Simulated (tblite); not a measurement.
**Frequency calculation, with input and output: C₂H₉Ge₂N₃O**

System: C₂H₉Ge₂N₃O.
Method: GFN2-xTB harmonic vibrations, gas phase (tblite 0.8.0).

It belongs to a series of runs on one base structure; here: H on Ge replaced by OCH3.

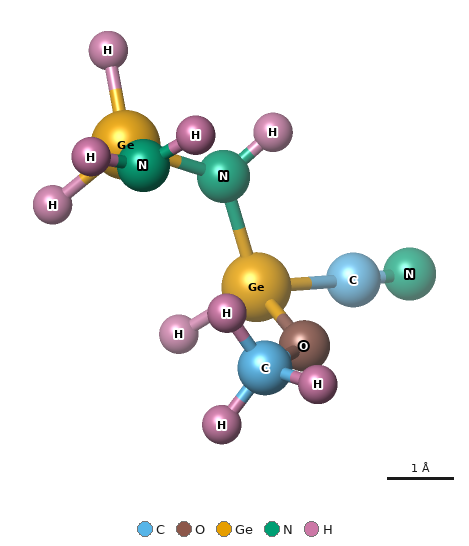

*The structure (ball-and-stick view, seen at a tilt). Sticks mark near contacts.*

**Key numbers**

```tsv
quantity	value
outcome	converged
total energy	−694.6894 eV
zero-point energy	68.6590 kcal/mol
hardware	1 CPU thread, shared host
wall time	2.2 s
peak memory	0.18 GiB
```

**Input**
```
{"job": {"kind": "ir", "xc": "GFN2-xTB", "basis": "xTB"}, "charge": 0, "multiplicity": 1}
C     -1.125702    -1.897584    -0.527210
O     -1.795601    -0.658664    -0.400268
Ge    -1.361608     0.663969     0.660652
C     -2.677644     1.972618     0.159226
N     -3.441001     2.777906    -0.116745
N      0.273823     1.374105     0.353736
Ge     1.864849     0.671430     0.880239
N      2.297900    -0.696841    -0.237071
H     -0.039251    -1.772255    -0.531506
H     -1.401189    -2.569985     0.287968
H     -1.442168    -2.336553    -1.474560
H     -1.461207     0.294670     2.119761
H      0.320250     2.005226    -0.433385
H      2.831046     1.832824     0.901667
H      1.677001     0.058152     2.231738
H      3.116684    -1.234457     0.010427
H      2.356819    -0.472531    -1.222279
```

The first line tells a small driver script what to run in tblite; the rest is the geometry in Å.

Launched with:
```bash
OMP_NUM_THREADS=1 python <driver script> task.json out
```

**Log**
```
mode    cm-1     km/mol
  1      23.7      1.91
  2      61.8      0.90
  3      69.0      4.77
  4      77.4      1.69
  5      95.0      0.16
  6     110.1      1.91
  7     122.3      1.77
  8     167.1     19.86
  9     191.0     13.26
 10     219.7     35.22
 11     258.8     16.28
 12     313.3      2.91
 13     322.2     75.84
 14     341.1     13.02
 15     436.3      8.37
 16     473.2     38.78
 17     487.1     79.11
 18     516.8    103.81
 19     555.9    304.63
 20     618.2    107.36
 21     638.0     90.12
 22     653.6     28.54
 23     667.8    375.78
 24     679.7    114.91
 25     741.0    158.90
 26     788.1    126.82
 27     809.3    104.93
 28    1052.0    154.31
 29    1097.3    146.63
 30    1133.5      1.65
 31    1139.9      5.85
 32    1413.5      0.40
 33    1475.3      3.34
 34    1481.2      2.82
 35    1488.5     39.00
 36    1896.9    368.88
 37    1907.0    291.29
 38    2025.1    418.89
 39    2348.7     31.47
 40    2937.2     10.97
 41    2954.7     37.03
 42    2980.8     30.65
 43    3405.6      1.96
 44    3410.6      1.39
 45    3442.6      0.70
```

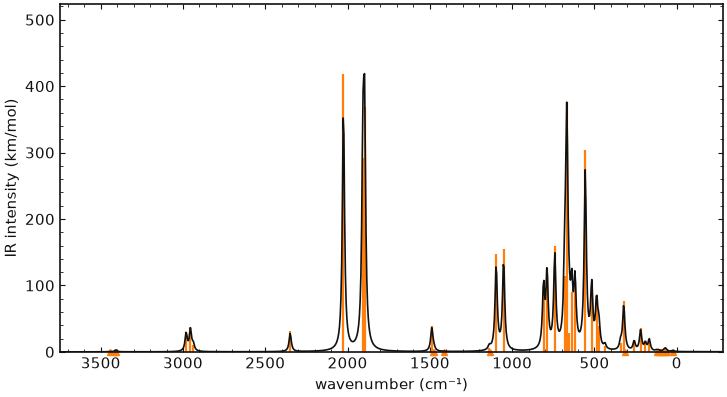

*Harmonic infrared spectrum, unscaled: sticks (degenerate modes added up, dark ones marked on the axis) with a Lorentzian envelope of 16 cm⁻¹ full width, scaled to the tallest stick.*

45 modes from 24 to 3443 cm⁻¹, none imaginary. The strongest line is at 2025 cm⁻¹ (419 km/mol).
